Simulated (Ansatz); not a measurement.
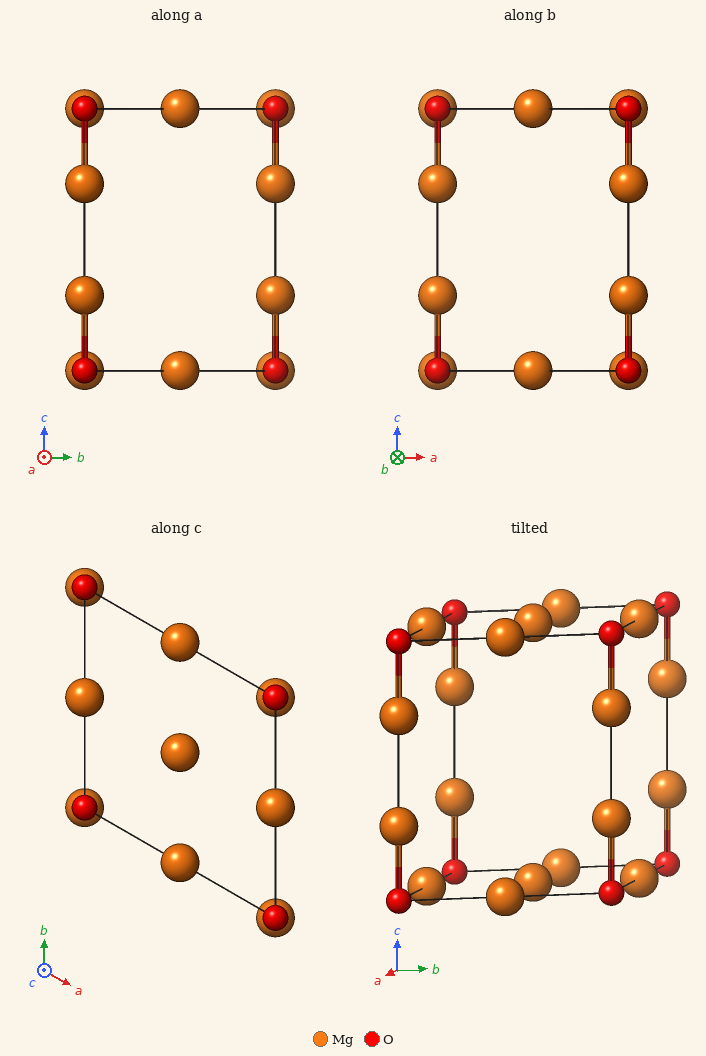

Drawn in the ball-and-stick manner and seen along the a axis, along the b axis, along the c axis and slightly off an axis. Thin lines show the conventional unit cell, with boundary atoms drawn in all their periodic places.

Lattice parameters: a = 5.6669 Å, b = 5.6669 Å, c = 6.7344 Å, α = 90.000°, β = 90.000°, γ = 120.000°.

Transcribe the picture into a CIF in P1 with every atom of the cell, with free fractional coordinates to two decimals.

```cif
data_structure
_symmetry_space_group_name_H-M 'P 1'
_symmetry_Int_Tables_number 1
_cell_length_a 5.6669
_cell_length_b 5.6669
_cell_length_c 6.7344
_cell_angle_alpha 90.000
_cell_angle_beta 90.000
_cell_angle_gamma 120.000
_cell_volume 187.29
loop_
_atom_site_label
_atom_site_type_symbol
_atom_site_fract_x
_atom_site_fract_y
_atom_site_fract_z
_atom_site_occupancy
Mg1 Mg 0.00 0.00 0.71 1
Mg2 Mg 0.00 0.00 0.29 1
Mg3 Mg 0.50 0.00 0.00 1
Mg4 Mg 0.00 0.50 0.00 1
Mg5 Mg 0.50 0.50 0.00 1
O1 O 0.00 0.00 0.00 1
```

The cell started as a random cell made by a generator, so it need not be a real form of the compound. A relaxation with DFT PBE, scalar-relativistic, plane waves, PAW (Ansatz 0.2.0) gave the geometry drawn.
